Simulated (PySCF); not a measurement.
Ionisation energy of neutral silver ([Kr] 4d¹⁰ 5s → [Kr] 4d¹⁰). PySCF, aug-cc-pVDZ-PP with a 28-electron core potential, unrestricted single determinants, no spin-orbit coupling. Methods marked “valence” freeze 8 core electrons.

By method:

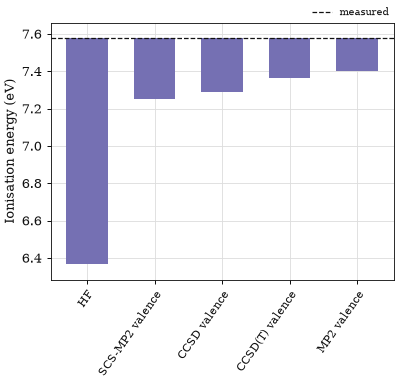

```json
{"Method": "HF", "Ionisation energy (eV)": "6.37"}
{"Method": "MP2 valence", "Ionisation energy (eV)": "7.40"}
{"Method": "SCS-MP2 valence", "Ionisation energy (eV)": "7.25"}
{"Method": "CCSD valence", "Ionisation energy (eV)": "7.29"}
{"Method": "CCSD(T) valence", "Ionisation energy (eV)": "7.36"}
```

The values run from 6.37 eV (HF) to 7.40 eV (MP2 valence). The measured value is 7.58 eV; nearest to it come MP2 valence (−0.17) and CCSD(T) valence (−0.21), furthest HF (−1.21 eV).
